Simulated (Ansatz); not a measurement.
```yaml
atoms:
  - { symbol: C, position_ang: [-1.7195, -2.3050, -1.7418] }
  - { symbol: C, position_ang: [0.1417, 1.3144, -1.8363] }
  - { symbol: Al, position_ang: [0.1806, -0.2722, -2.9488] }
  - { symbol: Cl, position_ang: [-0.2117, -0.1038, -5.0579] }
  - { symbol: Cl, position_ang: [1.5678, -1.8253, -2.4594] }
  - { symbol: O, position_ang: [-1.5043, -1.2441, -2.6752] }
  - { symbol: H, position_ang: [-1.4539, -1.9178, -0.7512] }
  - { symbol: H, position_ang: [-1.0786, -3.1662, -1.9767] }
  - { symbol: H, position_ang: [-2.7814, -2.5848, -1.7484] }
  - { symbol: H, position_ang: [-1.8205, -1.4629, -3.5672] }
  - { symbol: H, position_ang: [0.0911, 1.0635, -0.7640] }
  - { symbol: H, position_ang: [-0.7181, 1.9599, -2.0771] }
  - { symbol: H, position_ang: [1.0547, 1.9144, -1.9828] }
```

Geometry: PBE0-D4/def2-SVP.

These are results of isolated molecule in a Gaussian basis; Kohn-Sham density functional theory, functional PBE0 (Ansatz), not measurements.

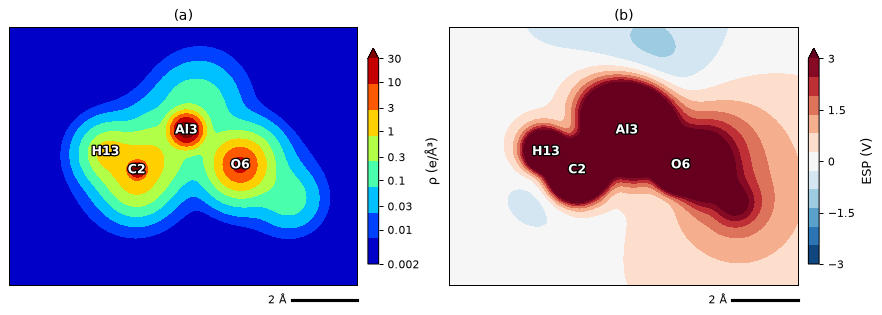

C$_{2}$H$_{7}$AlCl$_{2}$O (SMILES C[OH+][Al-]([CH3])([Cl])[Cl]). (a) total electron density; (b) molecular electrostatic potential on the plane of atoms Al3, C2 and H13.

Question: What does the map show?

Answer:
- The plane passes through C, Al, O and H nuclei.
- C–Al (1.94 Å): ρ is about 0.75 e/Å³ halfway.
- Al–O (1.96 Å): ρ is about 0.46 e/Å³ halfway.
- C–H (1.10 Å): ρ at the midpoint is about 1.8 e/Å³.
- Outside the dense part of the molecule the potential is most negative (−0.9 V) near Cl5, which lies off the plane.
